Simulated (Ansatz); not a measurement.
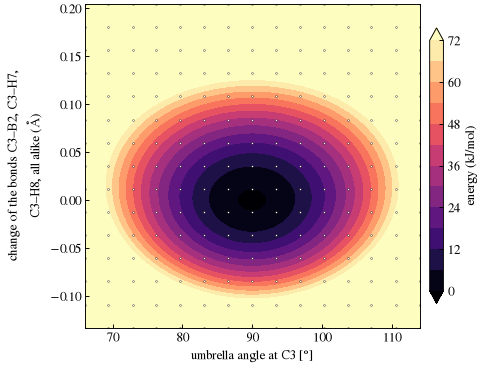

CH₄B₂Cl, SMILES BB([CH2-])Cl, charge −1. The first coordinate is: umbrella angle at C3 (between each of its bonds and their common axis; 90 is planar); the second: change of the bonds C3–B2, C3–H7, C3–H8, all alike. Nothing is relaxed (all other coordinates rigid). The grid has 15 × 15 points; 215 points were computed and 10 follow by symmetry. Points are written as (first, second). Energies are in kJ/mol, from the lowest grid point. All numbers below come from Ansatz 0.2.0, RHF/def2-SVPD.

In the figure: filled contours, dots at the grid points, one colour for all values above the top of the scale. Between grid points the surface is interpolated.

Where is the minimum, and how stiff is the well along each coordinate?

The interpolated minimum is at the first coordinate ≈ 90.0°, the second coordinate ≈ 0.000 Å. The curvatures there are about 12 eV/rad² and 118 eV/Å², with a cross term of about 0 eV/(rad·Å). Round the minimum the two coordinates are nearly uncoupled. (1 eV is 96.5 kJ/mol.)
